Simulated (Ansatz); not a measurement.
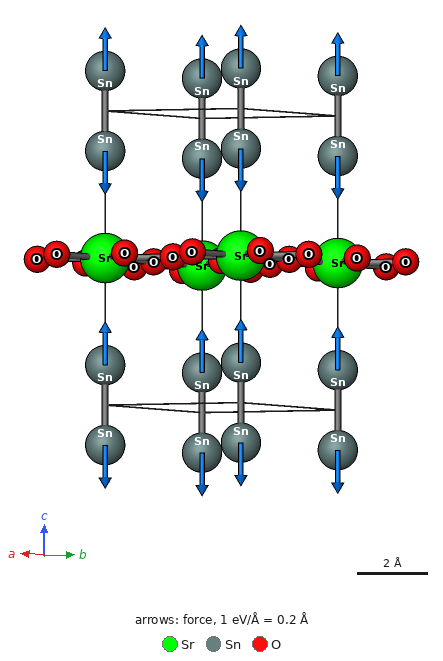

Starting geometry of a crystal of SrSn₂O₃ (a generated structure, set up in P6/mmm) (coarse preliminary run) with the computed forces as blue arrows. The picture is a ball-and-stick view of the cell of the calculation, seen from a free direction.

All numbers below come from DFT PBE, scalar-relativistic, plane waves, PAW in Ansatz 0.2.0.

The input:
```yaml
crystal:
  lattice:
    - [4.02939893, 0.0, 0.0]
    - [-2.01469946, 3.48956183, 0.0]
    - [0.0, 0.0, 8.50072342]
  atoms:
    - { symbol: Sr, position: [0.0, 0.0, 0.5] }
    - { symbol: Sn, position: [0.0, 0.0, 0.13602227] }
    - { symbol: Sn, position: [0.0, 0.0, 0.86397773] }
    - { symbol: O, position: [0.5, 0.0, 0.5] }
    - { symbol: O, position: [0.0, 0.5, 0.5] }
    - { symbol: O, position: [0.5, 0.5, 0.5] }
basis:
  ecutwfc: 420
kpoints:
  mp_grid: { grid: [6, 6, 2] }
hamiltonian:
  xc: pbe
scf:
  occupations: { method: gaussian, width: 0.1 }
  lower_state_search: "off"
output:
  forces: true
  stress: true
  eigenvalues: true
relax:
  adjacent_minimum: "off"
  f_tol: 0.04
  max_steps: 70
  cell: { stress_tol: 0.4 }
```

Command:
```bash
ansatz run input.yaml --threads 1 --pin off --max-ram 2560MiB --backend cpu --events-out ev --progress --plain --runs-dir out
```

> What follows when this structure is relaxed?

It isn't relaxed: the largest force vector, on Sn atoms, is 6.36 eV/Å. The atoms end up moving mostly along the starting forces (cosine between the two patterns 1.00). The energy falls by 875 meV per atom in 8 accepted moves (10 points after the start). The largest force component goes from 6.4 to 0.011 eV/Å. The pressure goes from 34.09 to 0.04 GPa. The SCF was repeated twice at an unchanged geometry on a basis and grid sized afresh for the cell, which shifted the energy by 73.8 meV per atom at most. The largest moves relative to the cell, 0.083 Å, are those of Sn2 and Sn3. Sn3 goes along −c. O and Sr stay in place. Cell: a = b 4.029 → 4.704 Å (+16.8 %), c 8.501 → 9.767 Å (+14.9 %). Volume +56.6 %. Among the contacts that change: Sn2–Sn3 2.313 → 2.823 Å, Sr1–Sn2 3.094 → 3.472 Å, Sr1–O4 2.015 → 2.352 Å. The space group stays P6/mmm (No. 191).
